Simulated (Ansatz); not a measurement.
# Single-point calculation of Ru3H4

Ru3H4, computed with RKS PBE-d4/def2-SVP (Ansatz 0.2.0).

Some settings of this run were made unusual or wrong on purpose. The geometry comes from this level: PBE-D4/def2-TZVP. Figures and captions count atoms from 1; the log counts them from 0 in places.

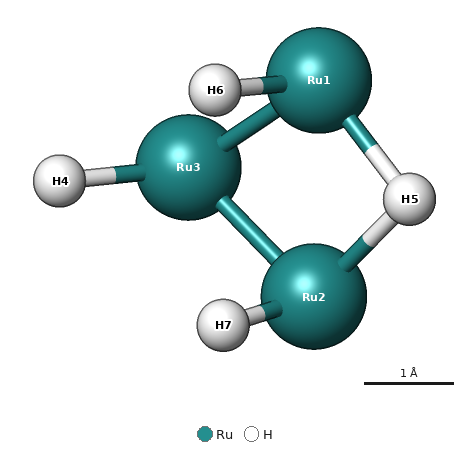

Figure 1. The structure as given in the input (ball-and-stick view, seen at a tilt; atoms are numbered from 1 in the order of the input). Sticks mark near contacts. Bond lengths as drawn: H–Ru 1.43 to 1.83 Å and Ru–Ru 2.19 to 2.20 Å.

## What the run reported

| quantity | value |
| --- | --- |
| outcome | converged |
| total energy | −7767.6641 eV |
| largest force (length of the vector) | 20.019 eV/Å |
| dipole moment | 3.75 D |
| hardware | 4 threads of Arm Neoverse V1, 23 GiB of memory available, shared host |
| wall time | 2.4 s (CPU time 8.6 s) |
| peak memory | 0.33 GiB |

This input holds a deliberate fault: grid. The run converged all the same; its numbers are those of the faulty input and shouldn't be used.

## Input file
```yaml
crystal:
  periodic: [false, false, false]
  atoms:
    - {symbol: Ru, position_ang: [1.434169, -0.058717, -0.449931]}
    - {symbol: Ru, position_ang: [-0.912470, -0.684615, -0.911554]}
    - {symbol: Ru, position_ang: [-0.238493, 1.354571, -0.442370]}
    - {symbol: H, position_ang: [-0.694760, 1.746613, 1.074554]}
    - {symbol: H, position_ang: [0.669627, -1.605607, -0.852346]}
    - {symbol: H, position_ang: [1.201150, -0.096890, 1.165583]}
    - {symbol: H, position_ang: [-1.335195, -0.781959, 0.455304]}
basis:
  gaussian: {orbitals: def2-SVP, final_grid: {core_spheres: 1, valence_spheres: 1, degree: 5}}
hamiltonian: {xc: {name: PBE}}
scf: {lower_state_search: off}
output: {forces: true}
```

Command:
```bash
ansatz run in.yaml --threads 4 --pin off --events-out ev --progress --plain --max-ram 3916MiB
```

## The program's output
```
Functional definition: PBE
  name "PBE"
  cite "Perdew, Burke & Ernzerhof, Phys. Rev. Lett. 77, 3865 (1996) doi:10.1103/PhysRevLett.77.3865"
  parent pbe
  parameter kappa = 0.804
  parameter beta = 0.06672455060314922
  exchange = pbe_x(kappa = kappa, mu = beta*pi^2/3)
  correlation = pbe_c(beta = beta)
these checks for a lower state are left out or cut short: stability, starts, cluster_reference, orbital_swaps, neighbouring_geometries, increment
1129 factors; their error is unknown
mean field evaluation 1: about -7793.7010 eV, gradient 8.4e1 eV
mean field evaluation 2: about -7397.4483 eV, gradient 3.4e2 eV
mean field evaluation 4: about -7787.2063 eV, gradient 1.0e2 eV
mean field evaluation 8: about -7810.6187 eV, gradient 4.9e-2 eV
mean field evaluation 16: about -7767.6731 eV, gradient 2.1e0 eV
mean field evaluation 32: about -7767.6639 eV, gradient 4.0e-5 eV
mean field -7767.66389239 eV, -285.4563829337 hartree, gradient 1.7e-6 eV, S^2 0.000000; 0 other end points of the search recorded, 0 dependent functions left out
the calculation of the forces begins
reference -7767.66408895 eV, -285.4563901570 hartree; 26, 26 occupied and 87, 87 virtual orbitals, 1129 factors
Total energy: -7767.66408895 eV, -285.4563901570 hartree
Atom 0 at     1.434169    -0.058717    -0.449931 Å, force    -6.575892     8.576400    -1.388758 eV/Å
Atom 1 at    -0.912470    -0.684615    -0.911554 Å, force     0.467591    14.020120    -2.585383 eV/Å
Atom 2 at    -0.238493     1.354571    -0.442370 Å, force     6.024528   -17.831965    -6.817299 eV/Å
Atom 3 at    -0.694760     1.746613     1.074554 Å, force    -1.860611     1.270231     5.788764 eV/Å
Atom 4 at     0.669627    -1.605607    -0.852346 Å, force     2.314235    -7.353941    -0.710482 eV/Å
Atom 5 at     1.201150    -0.096890     1.165583 Å, force    -0.777934     1.902644     2.092413 eV/Å
Atom 6 at    -1.335195    -0.781959     0.455304 Å, force     0.408084    -0.583490     3.620744 eV/Å
Dipole moment:     0.160403     0.072773    -0.760415 e Å
Checks for a lower state left out: stability, starts, cluster_reference, orbital_swaps, neighbouring_geometries, increment
```
